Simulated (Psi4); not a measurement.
# WCl2OF2 (SMILES [O]=[W]([F])([F])([Cl])[Cl]), step by step

We compute a series of 9 runs (PBE-D4/def2-SVP, PBE0-D4/def2-TZVP, PBE-D4/def2-TZVPP, r2SCAN-D4/def2-TZVPP, B3LYP-D4/def2-TZVPP, PBE0-D4/def2-TZVPP, wB97M-V/def2-TZVPP, MP2/def2-QZVPP) of WCl2OF2. Input form: a Python script.

The calculation is run with Psi4 1.11.

## 1. The structure to begin with

WCl2OF2 has 6 atoms, charge 0, and is taken as a singlet. SMILES: `[O]=[W]([F])([F])([Cl])[Cl]`. The shape comes from GFN2-xTB, rattled, which is rough for such elements, and wasn't checked as a minimum. The run starts from this shape.

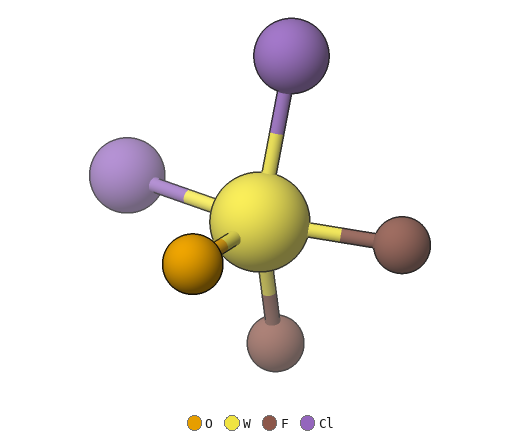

Viewed from a chosen angle; oxygen amber, tungsten yellow, fluorine brown, chlorine purple.

## 2. A geometry optimisation at PBE-D4/def2-SVP (density fitting, core potential) (run 1)

File job.py:

```python
import psi4

psi4.set_memory(3300000000)
psi4.set_num_threads(2)
psi4.core.set_output_file('psi4.out', False)

mol = psi4.geometry("""
0 1
O     -0.868074    -0.087090    -1.537318
W     -0.140824    -0.035558    -0.068956
F     -1.240287    -0.654018     1.257817
F      0.616147    -1.784007     0.184051
Cl     2.047456     0.559988    -0.599776
Cl    -0.427167     1.944275     0.736585
symmetry c1
""")

psi4.set_options(dict(scf_type='df', geom_maxiter=60, max_force_g_convergence=0.0005))

e = psi4.optimize('pbe-d4/def2-SVP', molecule=mol)
print('E =', round(e, 9))
print(mol.to_string(dtype='xyz', units='Angstrom'))
```

Launch:

```console
$ python job.py
```

psi4.out:

```text
[...]
    !!!  WARNING: ECP capability is in beta. Please check occupations closely.  !!!
[...]
  Running in c1 symmetry.
[...]
  Nuclear repulsion =  457.908848953197605
[...]
  Multiplicity = 1
[...]
  Nalpha       = 37
  Nbeta        = 37
[...]
    Number of basis functions: 110
[...]
   @DF-RKS iter   1: -1260.79471357033526   -5.98129e-02   1.23685e-02 DIIS/ADIIS
[...]
    !!!  WARNING: ECP capability is in beta. Please check occupations closely.  !!!
[...]
   @DF-RKS iter   9: -1261.58409361120562   -2.36469e-11   9.39333e-09 DIIS
[...]
  @DF-RKS Final Energy: -1261.58409361120562
   => Energetics <=
    Nuclear Repulsion Energy =            448.1162717717137411
    One-Electron Energy =               -2657.7921237611681136
    Two-Electron Energy =                1041.0218148168710286
    DFT Exchange-Correlation Energy =     -92.9221132578623781
    Empirical Dispersion Energy =          -0.0079431807600564
    VV10 Nonlocal Energy =                  0.0000000000000000
    Total Energy =                      -1261.5840936112056170
[...]
  -Total Gradient:
     Atom            X                  Y                   Z
    ------   -----------------  -----------------  -----------------
       1       -0.000310836160     0.000195446521    -0.000292465454
       2       -0.000201511357     0.000047856403     0.000576242715
       3       -0.000212625506    -0.000165364893    -0.000138329814
       4        0.000303732541     0.000090612608    -0.000280944105
       5       -0.000020906684    -0.000062155276     0.000226137455
       6       -0.000031707366     0.000480681662    -0.000212503026
[...]
```

Standard output:

```text
Some dependencies such as QCElemental have not yet finished migration to pydantic v2. If issues are encountered please downgrade pydantic or upgrade QCElemental as appropriate
	Previous geometry is closer to target in internal coordinates, so using that one.

	Best geometry has RMS(Delta(q)) = 2.53e-04

	Previous geometry is closer to target in internal coordinates, so using that one.

	Best geometry has RMS(Delta(q)) = 9.19e-07

Optimizer: Optimization complete!
E = -1261.584093611
6
0 1 Cl2F2OW
O                    -0.956755979484    -0.191958848028    -1.516562754058
W                    -0.122973797297    -0.167699850201    -0.041170258111
F                    -1.353318045262    -0.757915758805     1.251278289008
F                     0.582602982067    -1.900194444581     0.153650554793
Cl                    2.017930937190     0.457543464056    -0.610314069030
Cl                   -0.514686588071     1.956569432551     0.757278984619
```

It took 4.3 min on 2 threads of Intel Xeon at 2.50GHz (Skylake/Cascade Lake), shared host; peak memory 0.76 GiB.

Step by step:

```csv
step,energy from the first frame kept (eV),largest force (eV/Å)
0,0.0000,5.7831
1,-0.3746,1.6130
2,-0.4245,0.2849
3,-0.4410,0.4828
4,-0.4473,0.1567
5,-0.4474,0.0315
```

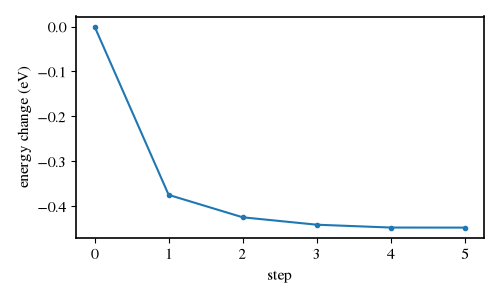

Energy along the run.

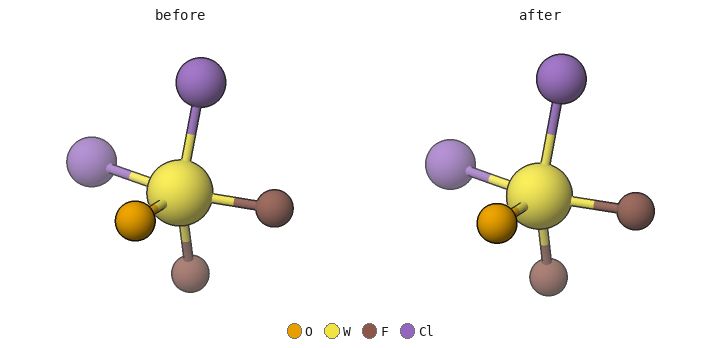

Before and after, at one scale.

After the run. Bond lengths: O1–W2 1.695 Å, W2–F3 1.880 Å, W2–F4 1.881 Å, W2–Cl5 2.302 Å, W2–Cl6 2.303 Å. Angles: O1–W2–F3 105.8°, O1–W2–F4 105.2°, O1–W2–Cl5 104.3°, O1–W2–Cl6 103.4°, F3–W2–F4 83.4°, F3–W2–Cl5 149.8°, F3–W2–Cl6 86.6°, F4–W2–Cl5 85.8°, F4–W2–Cl6 151.4°, Cl5–W2–Cl6 89.6°.

## 3. A structure relaxation at PBE0-D4/def2-TZVP (density fitting, core potential) (run 2)

File calc.py:

```python
import psi4

psi4.set_memory('3300 MB')
psi4.set_num_threads(2)
psi4.set_output_file('output.dat', False)

m = psi4.geometry("""
O     -0.940475    -0.083739    -1.533116
W     -0.106693    -0.059480    -0.057724
F     -1.337037    -0.649696     1.234725
F      0.598884    -1.791975     0.137097
Cl     2.034212     0.565763    -0.626868
Cl    -0.498406     2.064789     0.740725
symmetry c1
""")

psi4.set_options({
    'basis': 'def2-TZVP',
    'scf_type': 'df',
    'geom_maxiter': 50,
    'max_force_g_convergence': 0.0002,
})

e, wfn = psi4.optimize("PBE0-D4", molecule=m, return_wfn=True)
print('E =', round(e, 9))
m.save_xyz_file('final.xyz', False)
```

Launch:

```console
$ python calc.py
```

output.dat:

```text
[...]
    !!!  WARNING: ECP capability is in beta. Please check occupations closely.  !!!
[...]
  Running in c1 symmetry.
[...]
  Nuclear repulsion =  448.116270254676976
[...]
  Multiplicity = 1
[...]
  Nalpha       = 37
  Nbeta        = 37
[...]
    Number of basis functions: 207
[...]
   @DF-RKS iter   1: -1261.41887990158443   -4.21416e-01   7.05309e-03 ADIIS/DIIS
[...]
    !!!  WARNING: ECP capability is in beta. Please check occupations closely.  !!!
[...]
   @DF-RKS iter   9: -1262.24021032573410   -3.18323e-12   3.32642e-09 DIIS
[...]
  @DF-RKS Final Energy: -1262.24021032573410
   => Energetics <=
    Nuclear Repulsion Energy =            453.9175178199562879
    One-Electron Energy =               -2670.4579028395960449
    Two-Electron Energy =                1024.7900637198208642
    DFT Exchange-Correlation Energy =     -70.4830347025089310
    Empirical Dispersion Energy =          -0.0068543234059866
    VV10 Nonlocal Energy =                  0.0000000000000000
    Total Energy =                      -1262.2402103257340968
[...]
  -Total Gradient:
     Atom            X                  Y                   Z
    ------   -----------------  -----------------  -----------------
       1        0.000094774333     0.000189134803     0.000122629196
       2       -0.000419113613     0.000060532519     0.000376004268
       3        0.000240038822    -0.000195855197    -0.000001977361
       4        0.000286602470     0.000163974329    -0.000160656171
       5        0.000102109291     0.000051403817    -0.000005573602
       6       -0.000075128040     0.000192019963    -0.000269204673
[...]
```

Standard output:

```text
Optimizer: Optimization complete!
E = -1262.240210326
```

Wall time 4.3 min (2 threads of Intel Xeon at 2.50GHz (Skylake/Cascade Lake), shared host); peak memory 1.2 GiB.

The path in brief:

```csv
step,energy from the first frame kept (eV),largest force (eV/Å)
0,0.0000,1.7560
1,-0.0254,1.7141
2,-0.0611,0.2582
3,-0.0615,0.0958
4,-0.0616,0.0291
```

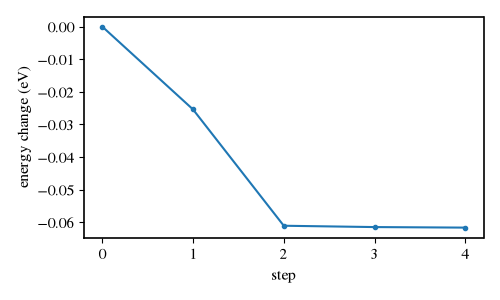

Energy along the run.

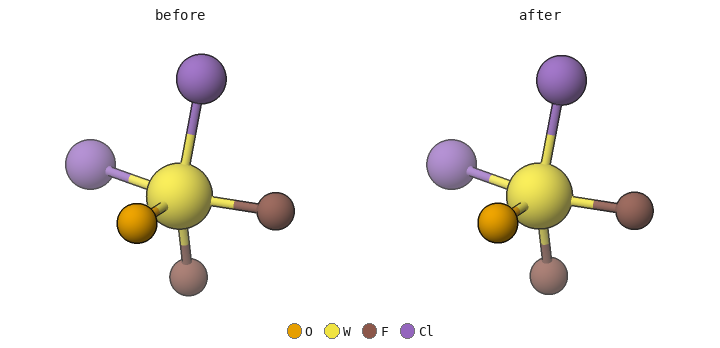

Before and after, at one scale.

After the run. Bond lengths: O1–W2 1.669 Å, W2–F3 1.855 Å, W2–F4 1.856 Å, W2–Cl5 2.275 Å, W2–Cl6 2.275 Å. Angles: O1–W2–F3 105.7°, O1–W2–F4 105.2°, O1–W2–Cl5 104.3°, O1–W2–Cl6 103.7°, F3–W2–F4 83.4°, F3–W2–Cl5 149.8°, F3–W2–Cl6 86.4°, F4–W2–Cl5 85.9°, F4–W2–Cl6 151.0°, Cl5–W2–Cl6 89.6°.

## 4. Vibrational wavenumbers at PBE0-D4/def2-TZVP (density fitting, core potential) (run 3)

File cl2f2ow.xyz:

```xyz
6
Cl2F2OW
O     -0.926628    -0.085711    -1.511049
W     -0.105557    -0.057553    -0.058702
F     -1.321153    -0.637506     1.216920
F      0.589885    -1.767013     0.139380
Cl     2.009960     0.562792    -0.620820
Cl    -0.490202     2.038338     0.738163
```

File job.py:

```python
import psi4

psi4.set_memory(3300000000)
psi4.set_num_threads(2)
psi4.set_output_file('output.dat', False)

with open('cl2f2ow.xyz') as f:
    atoms = ''.join(f.readlines()[2:])
m = psi4.geometry('0 1\n' + atoms + 'symmetry c1')

psi4.set_options({
    'basis': 'def2-TZVP',
    'scf_type': 'df',
    'rotational_symmetry_number': 1,
})

E, wfn = psi4.frequencies("pbe0-d4", return_wfn=True)
print('E =', round(E, 9))
print('wavenumbers / cm^-1:', wfn.frequencies().np.round(1))
for k, v in sorted(psi4.core.scalar_variables().items()):
    print(f'{k:45s} {v:18.10f}')
```

Launch:

```console
$ python job.py
```

output.dat:

```text
[...]
  Running in c1 symmetry.
[...]
  Nuclear repulsion =  453.917494921921445
[...]
  Multiplicity = 1
[...]
  Nalpha       = 37
  Nbeta        = 37
[...]
    Number of basis functions: 207
[...]
   @DF-RKS iter   1: -1261.50206048938821   -3.33450e-01   6.76090e-03 ADIIS/DIIS
[...]
   @DF-RKS iter  15: -1262.24020996457534   -1.31877e-11   3.67414e-09 DIIS
[...]
  @DF-RKS Final Energy: -1262.24020996457534
   => Energetics <=
    Nuclear Repulsion Energy =            453.9284112262703843
    One-Electron Energy =               -2670.4797595239469956
    Two-Electron Energy =                1024.8010820288257037
    DFT Exchange-Correlation Energy =     -70.4830892277013135
    Empirical Dispersion Energy =          -0.0068544680229093
    VV10 Nonlocal Energy =                  0.0000000000000000
    Total Energy =                      -1262.2402099645753424
[...]
  -Total Gradient:
     Atom            X                  Y                   Z
    ------   -----------------  -----------------  -----------------
       1        0.000089220820     0.000193739024     0.000132446776
       2       -0.000396273747     0.000089033117     0.000378197344
       3        0.000241185656    -0.000200239472    -0.000006795613
       4        0.000284677336     0.000173095710    -0.000161327335
       5        0.000070992357     0.000048768519     0.000009389487
       6       -0.000061190396     0.000157489325    -0.000291252024
[...]
  ==> Harmonic Vibrational Analysis <==
[...]
  Freq [cm^-1]                 77.6603             168.6384            199.6876
[...]
  Freq [cm^-1]                 202.1350            279.9181            281.3970
[...]
  Freq [cm^-1]                 315.2270            378.0352            421.1598
[...]
  Freq [cm^-1]                 655.8395            705.6547           1093.8399
[...]
```

Standard output:

```text
Warning: used thermodynamics relations inappropriate for low-frequency modes: ['77.6603' '168.6384' '199.6876' '202.1350' '279.9181' '281.3970'
 '315.2270' '378.0352' '421.1598']
E = -1262.240210325
wavenumbers / cm^-1: [  77.7  168.6  199.7  202.1  279.9  281.4  315.2  378.   421.2  655.8
  705.7 1093.8]
CURRENT ENERGY                                  -1262.2402103252
CURRENT REFERENCE ENERGY                        -1262.2402103252
DD SOLVATION ENERGY                                 0.0000000000
DFT FUNCTIONAL TOTAL ENERGY                     -1262.2333560021
DFT TOTAL ENERGY                                -1262.2402103252
DFT VV10 ENERGY                                     0.0000000000
DFT XC ENERGY                                     -70.4830342480
DISPERSION CORRECTION ENERGY                       -0.0068543231
ENTHALPY                                        -1262.2208577347
ENTHALPY CORRECTION                                 0.0193525905
FINDIF NUMBER                                      31.0000000000
GIBBS FREE ENERGY                               -1262.2635052207
GIBBS FREE ENERGY CORRECTION                       -0.0232948955
GRID ELECTRONS ALPHA                               36.9999671019
GRID ELECTRONS BETA                                36.9999671019
GRID ELECTRONS TOTAL                               73.9999342039
NUCLEAR REPULSION ENERGY                         1388.6385143747
ONE-ELECTRON ENERGY                             -2670.4578547483
PBE0-D4(BJ,EEQ)ATM DISPERSION CORRECTION ENERGY      -0.0068543231
PCM POLARIZATION ENERGY                             0.0000000000
PE ENERGY                                           0.0000000000
SCF ITERATION ENERGY                            -1262.2402103252
SCF ITERATIONS                                     15.0000000000
SCF TOTAL ENERGY                                -1262.2402103252
THERMAL ENERGY                                  -1262.2218019192
THERMAL ENERGY CORRECTION                           0.0184084060
TWO-ELECTRON ENERGY                              1024.7900380722
ZERO K ENTHALPY                                 -1262.2293225240
ZPVE                                                0.0108878012
```

Run time: 24 min. Hardware: 2 threads of Intel Xeon at 2.50GHz (Skylake/Cascade Lake), shared host; peak memory 1.2 GiB.

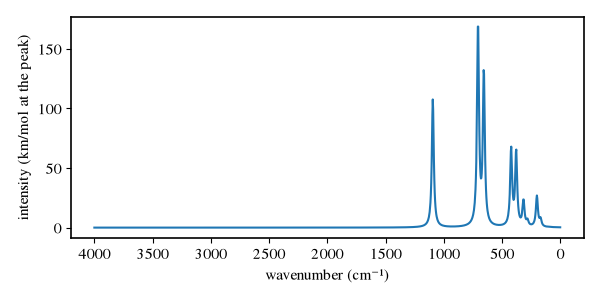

Harmonic infrared spectrum, unscaled, lines broadened by 10 cm⁻¹.

Runs 4 to 8 aren't shown in full; the table further down has their settings and results.

## 5. A single-point energy at MP2/def2-QZVPP (density fitting, core potential, density fitting for correlation) (run 9)

File calc.py:

```python
import psi4

psi4.set_memory(3300000000)
psi4.set_num_threads(2)
psi4.core.set_output_file('run.log', False)

mol = psi4.geometry("""
0 1
O     -0.926628    -0.085711    -1.511049
W     -0.105557    -0.057553    -0.058702
F     -1.321153    -0.637506     1.216920
F      0.589885    -1.767013     0.139380
Cl     2.009960     0.562792    -0.620820
Cl    -0.490202     2.038338     0.738163
units angstrom
symmetry c1
""")

psi4.set_options({
    'reference': 'rhf',
    'scf_type': 'df',
    'num_frozen_docc': 13,
})

E = psi4.energy('mp2/def2-QZVPP')
print(f'total energy {E:.8f} hartree = {E * 27.211386:.5f} eV')
```

Launch:

```console
$ python calc.py
```

run.log:

```text
[...]
    !!!  WARNING: ECP capability is in beta. Please check occupations closely.  !!!
[...]
  Running in c1 symmetry.
[...]
  Nuclear repulsion =  453.917494921921445
[...]
  Multiplicity = 1
[...]
  Nalpha       = 37
  Nbeta        = 37
[...]
    Number of basis functions: 392
[...]
   @DF-RHF iter   1: -1258.98259495252341   -9.25667e-01   2.94838e-03 ADIIS/DIIS
[...]
   @DF-RHF iter  15: -1259.53204115744984   -1.84173e-10   9.68086e-09 DIIS
[...]
  @DF-RHF Final Energy: -1259.53204115744984
   => Energetics <=
    Nuclear Repulsion Energy =            453.9174949219214454
    One-Electron Energy =               -2669.1720200464915251
    Two-Electron Energy =                 955.7224839671202972
    Total Energy =                      -1259.5320411574498394
[...]
 Multipole Moments:
 ------------------------------------------------------------------------------------
     Multipole            Electronic (a.u.)      Nuclear  (a.u.)        Total (a.u.)
 ------------------------------------------------------------------------------------
 L = 1.  Multiply by 2.5417464519 to convert [e a0] to [Debye]
 Dipole X            :        -17.0408054           17.3077219            0.2669164
 Dipole Y            :        -24.3816161           24.7154820            0.3338659
 Dipole Z            :         -4.6100607            4.7550637            0.1450029
 Magnitude           :                                                    0.4513720
[...]
```

Standard output:

```text
total energy -1261.33077881 hartree = -34322.55870 eV
```

It took 43 s on 2 threads of Intel Xeon at 2.50GHz (Skylake/Cascade Lake), shared host; peak memory 1.6 GiB.

## 6. The series

```csv
run,level,geom maxiter,max force g convergence,energy (Eh),dipole moment (D),HOMO energy (eV),LUMO energy (eV),wall time
1,"PBE-D4/def2-SVP (density fitting, core potential)",60,0.0005,-1261.584094,0.80,-8.20,-5.33,4.3 min
2,"PBE0-D4/def2-TZVP (density fitting, core potential)",50,0.0002,-1262.240210,0.93,-9.63,-4.58,4.3 min
3,"PBE0-D4/def2-TZVP (density fitting, core potential)",–,–,-1262.240210,0.93,–,–,24 min
4,"PBE-D4/def2-TZVPP (density fitting, core potential)",–,–,-1262.262804,0.79,-8.19,-5.13,49 s
5,r2SCAN-D4/def2-TZVPP (density fitting),–,–,timeout,–,–,–,2 min
6,"B3LYP-D4/def2-TZVPP (density fitting, core potential)",–,–,-1262.888162,0.94,-9.33,-4.71,50 s
7,"PBE0-D4/def2-TZVPP (density fitting, core potential)",–,–,-1262.249328,0.89,-9.61,-4.52,50 s
8,wB97M-V/def2-TZVPP (density fitting),–,–,timeout,–,–,–,2 min
9,"MP2/def2-QZVPP (density fitting, core potential, density fitting for correlation)",–,–,-1261.330779,–,-12.92,-1.00,43 s
```

## 7. Results

| quantity | value |
| --- | --- |
| run 9, MP2/def2-QZVPP: total energy | -1261.33078 Eh |
| run 9, MP2/def2-QZVPP: HOMO energy (Hartree–Fock orbitals) | -12.92 eV |
| run 9, MP2/def2-QZVPP: LUMO energy (Hartree–Fock orbitals) | -1.00 eV |
| run 9, MP2/def2-QZVPP: HOMO–LUMO gap (Hartree–Fock orbitals) | 11.92 eV |
| run 9, MP2/def2-QZVPP: correlation energy (13 core orbitals frozen) | -1798.7 mEh |

What this shows: Over runs 3, 4, 6, 7 the dipole moment (its size) runs from 0.79 D (PBE-D4/def2-TZVPP) to 0.94 D (B3LYP-D4/def2-TZVPP). Over runs 4, 6, 7 the HOMO–LUMO gap runs from 3.06 eV (PBE-D4/def2-TZVPP) to 5.10 eV (PBE0-D4/def2-TZVPP). Totals of different functionals can't be ranked against each other. All runs together took 40 min, the longest 24 min. 2 of the 9 runs did not end normally.
